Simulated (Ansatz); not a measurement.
# ClH4N2Si (SMILES [NH][SiH](N)Cl) (doublet): what the fields show

```yaml
atoms:
  - { symbol: N, position_ang: [-0.4254, 1.1904, -1.2635] }
  - { symbol: Si, position_ang: [-0.4925, -0.1797, -0.1976] }
  - { symbol: N, position_ang: [1.0380, -0.5835, 0.4101] }
  - { symbol: Cl, position_ang: [-1.8813, 0.3507, 1.2424] }
  - { symbol: H, position_ang: [-0.0479, 2.0363, -0.8320] }
  - { symbol: H, position_ang: [-1.0152, -1.3681, -0.8945] }
  - { symbol: H, position_ang: [1.3181, -1.5444, 0.5142] }
  - { symbol: H, position_ang: [1.5984, 0.0414, 0.9651] }
```

Geometry: PBE0-D4/def2-TZVP.

Theory: Ansatz, UKS PBE0-D4/def2-TZVPP.

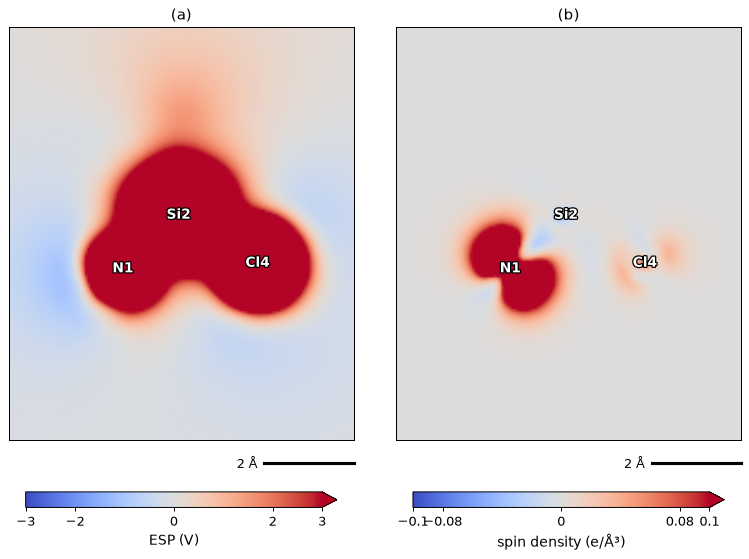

Figure 1. (a) electrostatic potential; (b) spin density (α minus β) on the plane of atoms N1, Si2 and Cl4.

Describe what can be read from this map.

Answer.
- Atoms in the plane: N, Si and Cl.
- The unpaired spin (1 electron) lies mostly on N1 (about 0.8) and Si2 (about 0.1), in electrons by Hirshfeld's partition.
- Outside the dense part of the molecule the potential is most negative (−1.1 V) near N1.

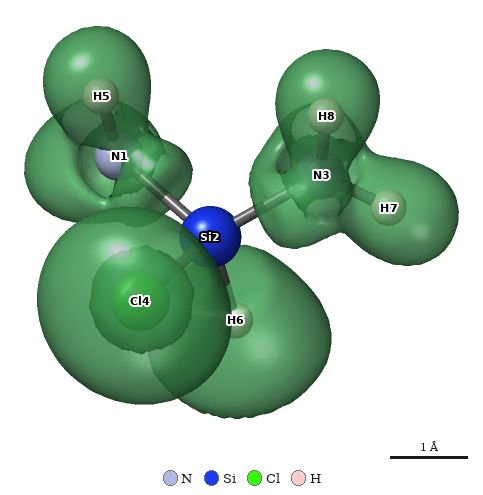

Figure 2. Isosurface of the electron localisation function at 0.75 (green), seen across its widest extent. Only the valence region is drawn (cores and ρ < 0.01 e/Å³ removed).

Where are the electrons localised?

Answer. The ELF exceeds this value in one region around a hydrogen nucleus, one region on Cl in which the atom's valence shell and bonds are merged and two joined regions spread over several atoms (H, N), in which their bonds and any lone pairs are merged. Profiles from the grid: Si–N (1.70 Å): the ELF peaks at about 0.90 between the atoms: a shared but strongly polarised pair. Si–Cl (2.07 Å): the ELF peaks at about 0.85 between the atoms: a polar covalent bond.

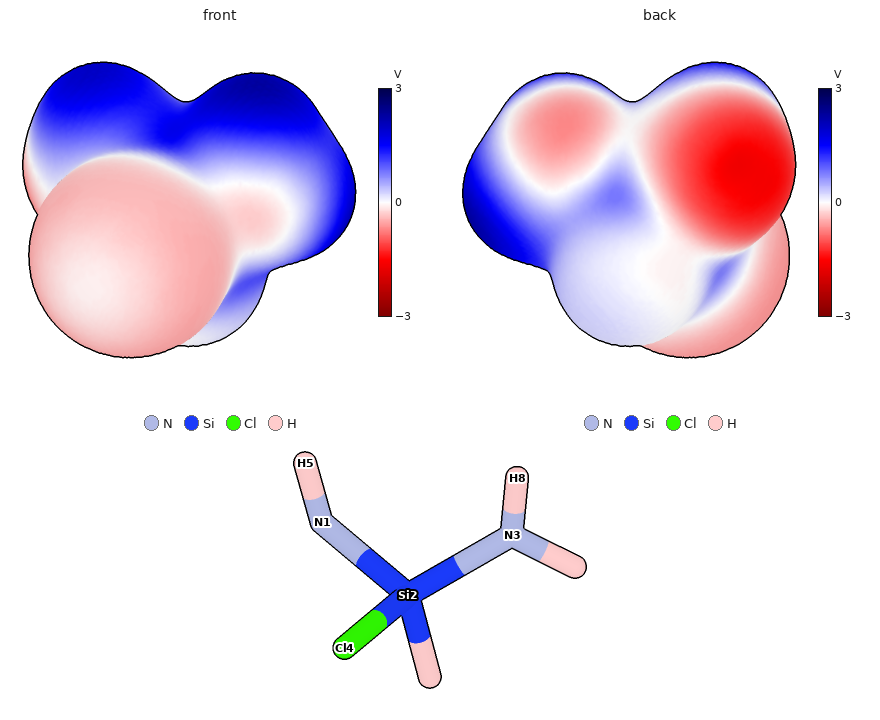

Figure 3. The molecular electrostatic potential painted on the density surface at 0.002 e/bohr³, seen from the front and from behind; red is negative and blue positive. The bare structure is drawn below in the same view.

Describe the electrostatic potential map.

Answer. The most negative region (about −1.6 V) lies over N1, the most positive (about +2.2 V) over H7 and H8. N1 is the likeliest acceptor of a hydrogen bond.
